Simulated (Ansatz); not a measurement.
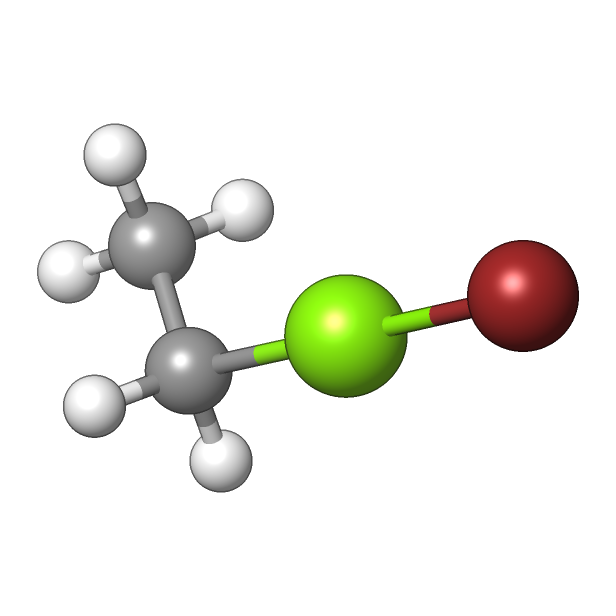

Rendered structure (ball-and-stick style). Colours: carbon grey, magnesium green, bromine red, hydrogen white.

Computed geometry: PBE0-D4/def2-TZVP optimisation.

**Count the atoms of each element.**

C₂H₅BrMg, 9 atoms: 2 carbon, 5 hydrogen, 1 bromine and 1 magnesium.

**How many bonds of each kind are drawn?**

5 C–H, 1 C–C, 1 C–Mg, 1 Br–Mg.

**Give a SMILES string for it.**

C[CH2][Mg][Br]

More results for the same structure follow; atom numbers are the same in all pictures, views and colours differ.

### Electronic properties

Properties computed with RKS PBE0-D4/def2-TZVPP (Ansatz 0.2.0).

**What is the LUMO energy (Kohn–Sham orbital)?**

−1.11 eV.

**What is the HOMO energy (Kohn–Sham orbital)?**

−6.97 eV.

**What is the dispersion correction?**

−11.0 kJ/mol.

### Vibrations

Harmonic vibrations computed with RKS PBE0-D4/def2-TZVP (Ansatz 0.2.0) at a stationary point of the same level.

**How many vibrational modes are there, and where do they lie?**

21 modes: 61, 86, 201, 223, 306, 549, 573, 916, 950, 1020, 1174, 1252, 1405, 1444, 1490, 1502, 3019, 3026, 3062, 3077, 3100 cm⁻¹.

### Charges

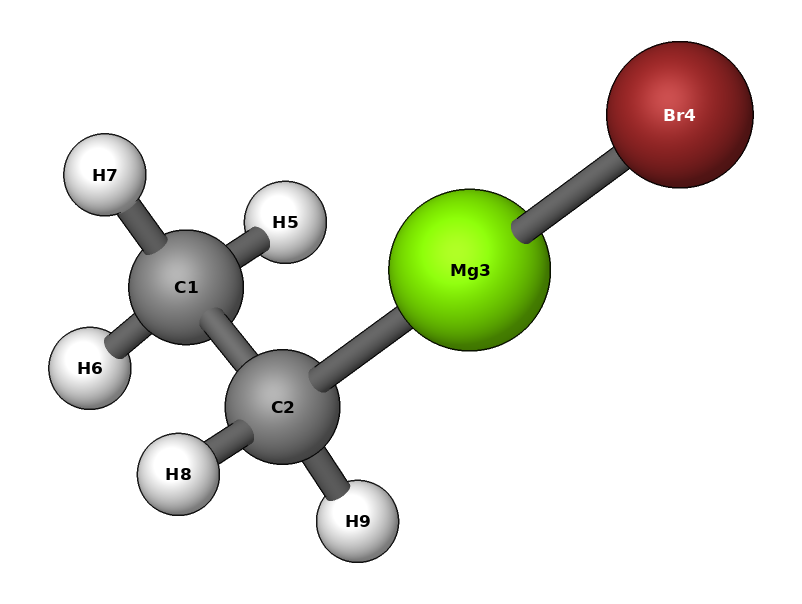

The questions are on Mulliken charges. Properties computed with RKS PBE-D4/def2-TZVPP (Ansatz 0.2.0).

**Which atom carries the highest charge (most positive or least negative)?**

Mg3 (0.67 e).

**And the lowest?**

C2 (−0.47 e).

List the Mulliken charges.

```csv
atom,value (e)
C1,−0.24
C2,−0.47
Mg3,0.67
Br4,−0.43
H5,0.08
H6,0.08
H7,0.08
H8,0.12
H9,0.12
```

Mulliken values depend strongly on the basis set and can even reverse the polarity of a bond.
